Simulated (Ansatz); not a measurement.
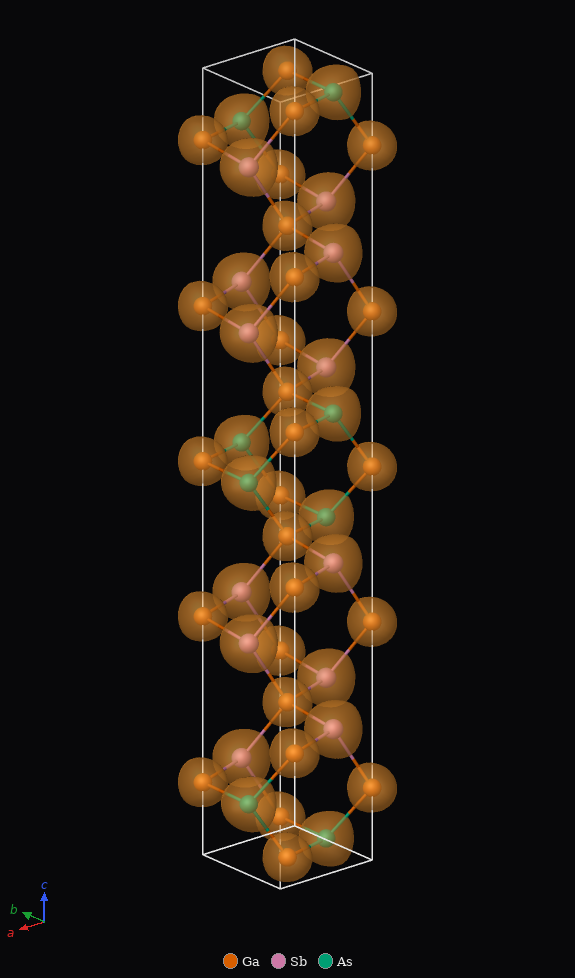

Ga$_{5}$Sb$_{3}$As$_{2}$. Isosurface of the valence charge density (pseudo) at 0.5 e/Å³ (orange), seen at an oblique angle. Sticks mark near contacts.

Space group I-4m2; a structure generated by program, which may or may not match a known phase; computed pressure about −4 GPa in this cell.

Computed with DFT LDA, scalar-relativistic, plane waves, PAW (Ansatz).

The density is the valence pseudo-density of a PAW calculation; it isn't the true density close to the nuclei.

**What does this surface tell about the bonding?**

At this value the density breaks into separate islands; it holds about 75 % of the electrons treated as valence (semicore included). It bridges none of the near contacts. It is pinched off along the sampled Ga–As (2.54 Å) and Ga–Sb (2.66 Å) contacts. On the grid the lowest density along these lines, outside the cores, is 0.41 e/Å³ (Ga–As, 2.54 Å) and 0.39 e/Å³ (Ga–Sb, 2.66 Å).
